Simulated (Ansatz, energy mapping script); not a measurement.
# KCrBr3 in the perovskite structure: J from the energies of magnetic orders, part 2 of 2

How strongly do the moments of KCrBr3 in the perovskite structure couple under PBEsol+U (3.32 eV)? The plan is to run several orders and fit a Heisenberg model.

PBEsol with U = 3.32 eV on Cr d, ortho-atomic projectors; plane waves, U on orthogonalised atomic orbitals unless named otherwise, collinear spin, no spin–orbit coupling.

So far. Step 3 (Parallel start in cell A (10 atoms)): The run ends ferromagnetic.

## 4. Compensated +− start in cell A (10 atoms)

This order reverses 4 of the 6 neighbours at 5.23 Å, counted for an average magnetic atom.

Input file input.yaml:

```yaml
crystal:
  lattice:
    - [0.0, 0.0, 5.227088222]
    - [5.227088222, 5.227088222, 0.0]
    - [-5.227088222, 5.227088222, 0.0]
  atoms:
    - { symbol: K, position: [0.5, 0.0, 0.5] }
    - { symbol: K, position: [0.5, 0.5, 0.0] }
    - { symbol: Cr, position: [0.0, 0.0, 0.0], spin: 3.0 }
    - { symbol: Cr, position: [0.0, 0.5, 0.5], spin: -3.0 }
    - { symbol: Br, position: [0.5, 0.0, 0.0] }
    - { symbol: Br, position: [0.5, 0.5, 0.5] }
    - { symbol: Br, position: [0.0, 0.25, 0.25] }
    - { symbol: Br, position: [0.0, 0.75, 0.75] }
    - { symbol: Br, position: [0.0, 0.25, 0.75] }
    - { symbol: Br, position: [0.0, 0.75, 0.25] }
magnetization:
  spin_polarized: true
kpoints:
  mp_grid: { grid: [7, 5, 5] }
hamiltonian:
  xc: pbesol
  hubbard:
    sites:
      - { species: Cr, l: d, u_eff: 3.32 }
      - { site: 2, l: d, u_eff: 3.32, starting_ns: [{ spin: up, occupation_matrix: cr3_major }, { spin: down, occupation_matrix: cr3_minor }] }
      - { site: 3, l: d, u_eff: 3.32, starting_ns: [{ spin: up, occupation_matrix: cr4_minor }, { spin: down, occupation_matrix: cr4_major }] }
    projectors: ortho-atomic
    occupation_matrices:
      cr3_major:
        matrix:
          - [0.716, 0.0, 0.0, 0.0, 0.0]
          - [0.0, 0.994, 0.0, 0.0, 0.0]
          - [0.0, 0.0, 0.994, 0.0, 0.0]
          - [0.0, 0.0, 0.0, 0.71, 0.0]
          - [0.0, 0.0, 0.0, 0.0, 0.994]
      cr3_minor:
        matrix:
          - [0.115, 0.0, 0.0, 0.0, 0.0]
          - [0.0, 0.039, 0.0, 0.0, 0.0]
          - [0.0, 0.0, 0.039, 0.0, 0.0]
          - [0.0, 0.0, 0.0, 0.116, 0.0]
          - [0.0, 0.0, 0.0, 0.0, 0.039]
      cr4_major:
        matrix:
          - [0.716, 0.0, 0.0, 0.0, 0.0]
          - [0.0, 0.994, 0.0, 0.0, 0.0]
          - [0.0, 0.0, 0.994, 0.0, 0.0]
          - [0.0, 0.0, 0.0, 0.71, 0.0]
          - [0.0, 0.0, 0.0, 0.0, 0.994]
      cr4_minor:
        matrix:
          - [0.115, 0.0, 0.0, 0.0, 0.0]
          - [0.0, 0.039, 0.0, 0.0, 0.0]
          - [0.0, 0.0, 0.039, 0.0, 0.0]
          - [0.0, 0.0, 0.0, 0.116, 0.0]
          - [0.0, 0.0, 0.0, 0.0, 0.039]
scf:
  occupations: { method: fermi_dirac, width: 0.05 }
output:
  eigenvalues: true
  write_density: true
  write_potential: true
  elf: true
  volumetric_format: npy
```

Started as:

```sh
$ ansatz run input.yaml --threads 4 --pin off --max-ram 8192MiB --backend cpu --events-out ev --progress --plain --runs-dir out
```

Numbers of over 12 decimals in the logs are rounded to 6 here.

The program printed:

```text
[...]
Crystal: 10 atoms, lattice volume = 285.634 Å³
Basis set: ecut = 420 eV, 5553 PW (Γ)
Bands: 57, of which v1, the nominal top of the filled ones, is band 44 counted from 1 (43 counted from 0)
Symmetry: 16 space group operations
[...]
k-points: 24 of 175
[...]
Starting moments: Σ|m| = 6 μB on 2 of 10 sites
Starting magnetic order: antiferromagnet; a translation exchanges its spin sublattices: spin-degenerate at every k-point
[...]
SCF iter   1: F=—  HF=-26157.407725 eV  |F-HF|=—  |Δ(HF+E_count)|=         —  Δρ=3.25e-2 (↑3.25e-2 ↓3.25e-2)  dr2=6.48e0  dr2_m=1.63e0  M=0.000 μB ∫|m|=8.495 μB  β_m=1.00  ethr=3.10e-3  ⟨swp⟩=8.3  Hψ=6181  notcnv=0  defer=84
[...]
SCF iter  14: F=-26156.326323 eV  HF=-26156.326323 eV  |F-HF|=9.71e-9  |Δ(HF+E_count)|=   8.33e-9  Δρ=9.83e-7 (↑9.83e-7 ↓9.83e-7)  dr2=1.65e-8  dr2_m=5.32e-11  M=0.000 μB ∫|m|=8.654 μB  ethr=1.14e-10  ⟨swp⟩=17.5  Hψ=6596  notcnv=0
SCF 1 converged in 14 iterations: F = -26156.326323 eV  dr2 = 1.65e-8
[...]
SCF converged after 14 iterations
Magnetization: 0.0000 μB (44.0000 up, 44.0000 down)
Absolute magnetization: 8.6518 μB (∫|ρ↑−ρ↓|, with the PAW one-centre terms)
[...]
Per-site moments (μB) at R_I (Å): [(-1.7561098502112839e-16, 1.524645), (1.7561098502112839e-16, 1.524645), (3.680964, 1.078087), (-3.680964, 1.078087), (-0.046784, 1.078087), (0.046784, 1.078087), (3.8358848509488253e-16, 1.078087), (-4.0454143608222383e-16, 1.078087), (-3.5869390929726555e-17, 1.078087), (1.4916439942384632e-17, 1.078087)]
Free energy (F): -26156.326323 eV
[...]
Internal energy: -26156.283278 eV  (E = F + TS)
E sigma→0 (E₀):  -26156.304800 eV
Entropy (-TS):   -0.043046 eV (-4.305 meV/atom)
Fermi energy:    4.790229 eV
[...]
--- Specified on-site occupations, and those of the state reported ---
  electrons in the specified blocks: 9.5120 specified, 9.4796 found
[...]
--- Band table (eV; the first three rows and the last of 48) ---
  k-point 0 ↑: bands = [... 40 lower, 2.9830, 2.9830, 3.4539, 3.7529, 4.8311, 7.3683, 7.7747, 8.2113, ... 9 higher]
  k-point 1 ↑: bands = [... 40 lower, 2.9681, 3.0844, 3.3242, 3.7878, 4.8745, 7.7516, 8.0029, 8.2173, ... 9 higher]
  k-point 2 ↑: bands = [... 40 lower, 3.0567, 3.0666, 3.1678, 3.8182, 4.9498, 8.2086, 8.4838, 8.4979, ... 9 higher]
  k-point 23 ↓: bands = [... 40 lower, 3.3529, 3.3561, 3.4196, 4.5007, 5.5992, 8.7962, 8.9478, 9.0155, ... 9 higher]
Occupation matrices written to <dir>
```

It took 12 s on 4 threads of Arm Neoverse V1, shared host; peak memory 1.1 GiB.

Spin moment in the sphere by atom:

```csv
atom,spin moment in the sphere (μB)
K1,0.00
K2,0.00
Cr3,3.68
Cr4,-3.68
Br5,-0.05
Br6,0.05
Br7,0.00
Br8,0.00
Br9,0.00
Br10,0.00
```

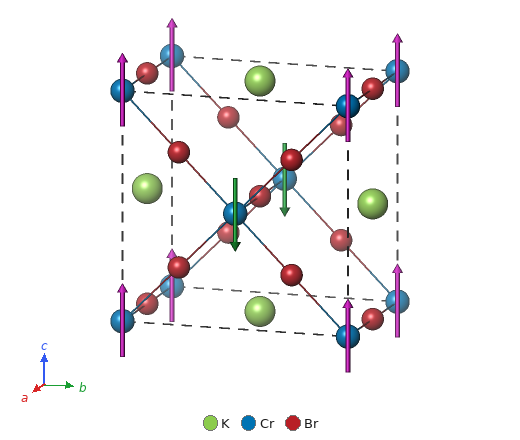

Spin moment in the sphere as arrows, the longest 3.68 μB. Up and down stand for the sign. Arrows give size and sign along the axis of quantisation, drawn up and down the page. The two directions have two colours. Some periodic images of atoms are drawn too.

The run ends antiferromagnetic, 267.64 meV a magnetic atom above the parallel order of its cell (energies taken at zero occupation width, not the printed F).

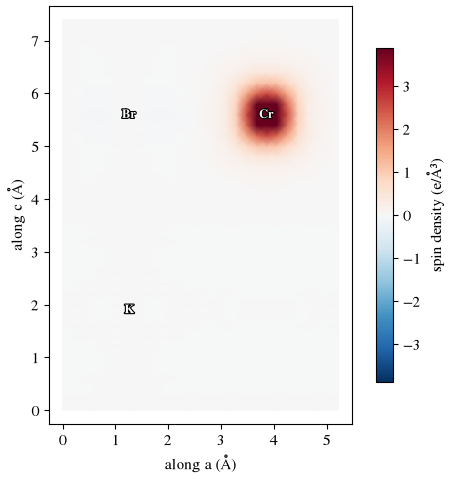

Spin density in the ac plane at fractional y = 0.000, with atoms of K and Cr and Br within 0.2 Å of it. The map starts off the cell's origin, so that atoms lie inside it.

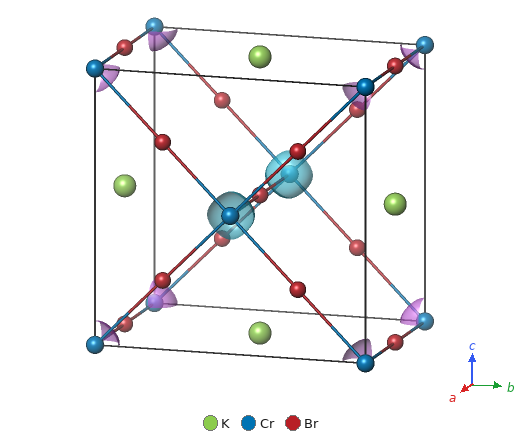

Surfaces of spin density = ±0.98 e/Å³, which hold about 50 % of the integral of its size. The two colours are the two signs.

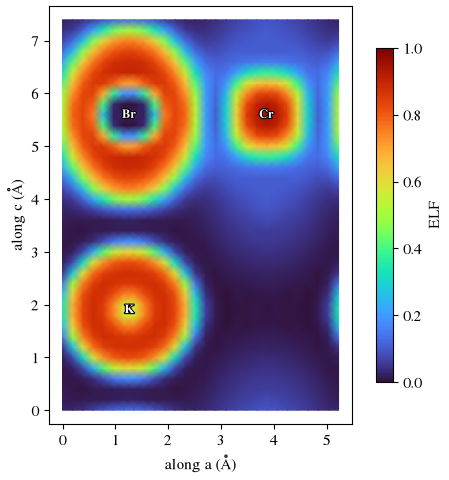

ELF in the ac plane at fractional y = 0.000, with atoms of K and Cr and Br within 0.2 Å of it. It is the smooth field of the valence electrons, not physical close to the nuclei. The map starts off the cell's origin, so that atoms lie inside it.

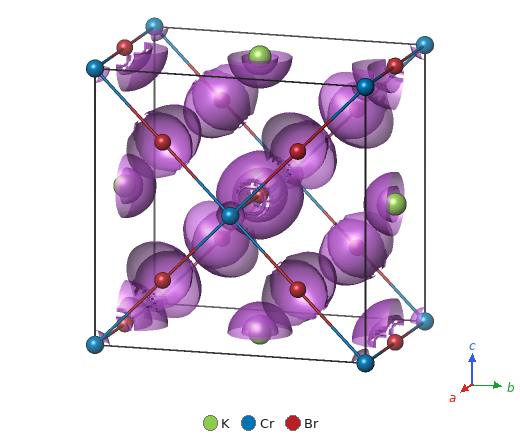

Surface of ELF = 0.85.

## 5. The fit

Each energy difference is a sum of couplings weighted by the pairs that the order reverses. A few near shells are fitted to the differences by least squares. Energies are those extrapolated to zero occupation width, not the free energies F.

The orders that converged (zero: parallel moments in the same cell):

```
         order  atoms  energy (meV a magnetic atom)  moments (μB)  moments kept as typed  opposed neighbours at 5.23 Å
      parallel     10                          0.00          3.70                    yes                             0
compensated +−     10                        267.64          3.68                    yes                             4
```

Fitted to E = −Σ J e·e over ordered pairs of unit vectors (J > 0 favours parallel moments):

```
 pair  distance (Å)  neighbours  J (meV)
Cr–Cr          5.23           6     33.5
```

Limits of this fit: with one coupling alone, temperatures are a scale of energy; one energy difference fixes this value, which holds the part of every shell that the order reverses.

In mean field these couplings order at 1553 K.

## 6. Monte Carlo

Mean field ignores fluctuations and overstates the ordering temperature, so the model is also sampled. The heat capacity peaks where order sets in.

Classical unit spins with these couplings on 6×6×10 copies of a cell that holds the lowest order (720 spins), heat-bath sweeps, cooled from random directions, 1500 sweeps to settle and 4500 measured at each temperature, averaged over 4 runs.

```
T (K)  order along the lowest pattern  net moment  heat capacity (k_B a spin)
  186                            0.94        0.94                        1.05
  319                            0.90        0.90                        1.12
  517                            0.82        0.82                        1.20
  650                            0.77        0.77                        1.27
  782                            0.70        0.70                        1.45
  980                            0.55        0.55                        1.90
 1047                            0.47        0.47                        2.10
 1113                            0.36        0.36                        2.19
 1245                            0.16        0.16                        0.93
 1377                            0.11        0.11                        0.56
 1576                            0.08        0.08                        0.35
 1708                            0.07        0.07                        0.28
```

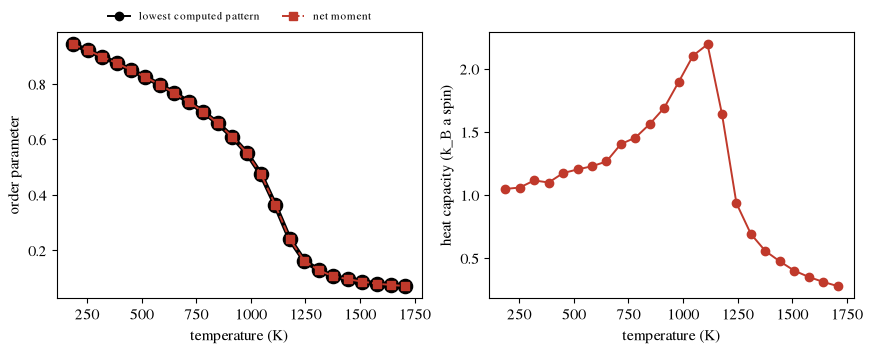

Order parameter and heat capacity against temperature.

The smoothed heat capacity peaks at 1067 K.

## 7. Results

```
lowest order tried                    : parallel
largest fitted value, Cr–Cr at 5.23 Å : 33.5 meV
ordering temperature, mean field      : 1553 K
heat-capacity peak, Monte Carlo       : 1067 K
```

In words: Of the orders tried, KCrBr3 in the perovskite structure prefers parallel moments under PBEsol+U (3.32 eV). Orders that were not tried, spirals among them, may lie lower. The one fitted coupling is the Cr–Cr pair at 5.23 Å, ferromagnetic at 33 meV, across a ligand at about 180°. It also takes up the part of reversed shells that are not fitted, so neither its size nor its rank as a single path is established. The orders also reverse pairs at 7.39 Å, which are not fitted, so the fitted values hold their part too. No fitted order reverses the pairs at 9.05 and 10.45 Å, so their coupling is unknown and is set to zero in the model. 1 energy difference fixes 1 coupling with none to spare, so the fit tests nothing. In the fitted orders moments change by up to 0.61 % against the parallel run of the same cell, so their size stays put. Every order is gapless on its mesh at this level. In a metal exchange reaches farther, and a short model of fixed moments is less apt; where the compound is in fact an insulator, these couplings come from a wrongly metallic state. Monte Carlo puts the peak at 0.69 of the mean-field temperature, since mean field leaves out fluctuations. In tests on simple cubic and body-centred models such peaks lay 5 to 6 % under the bulk value. With one coupling alone these temperatures are a scale of energy; further couplings, frustrating ones above all, would move them. The cell was built from a prototype and relaxed; a distortion that needs a larger cell, or another structure that the compound may prefer, is not captured.

[Logs and program files are shortened in this print: banners, set-up blocks, solver, clock and traceback lines can be left out without a mark of their own.]

[Logs are printed without paths, hosts, clocks, repeated set-up lines and the standing remarks that a program may print on its own settings, such as how far it seeks lower states.]

[Hosts, paths, dates, database ids (printed as entryN), source tags and the programs' standing remarks are cut or masked in the printed files.]

[Where a cell is said to come from a database of computed structures, the database is the Materials Project.]
